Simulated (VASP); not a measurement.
Band structure of InGaAs2 (space group P-4m2). Computed with PBEsol GGA, VASP's PBE PAW potentials (set 64) (plane waves; VASP 6.6.1).

Unless said otherwise, spin-orbit coupling is left out, though it shifts the bands of the heavy elements here.

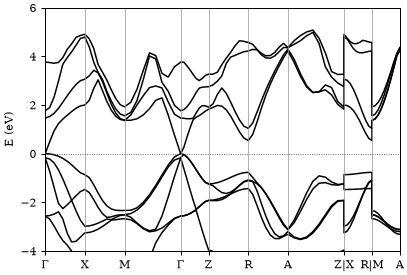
Fig. 1. Bands along high-symmetry lines, zero at the valence-band maximum or, without a gap, the Fermi level

Read the plot: is there a gap, and where are the band edges?

It has no gap at this level: it comes out as a metal or semimetal. (Edges off the drawn lines would not show.)

The structure comes from a computed database's InGaAs2 entry (P-4m2); how it stands against other phases isn't given here. It was relaxed first.
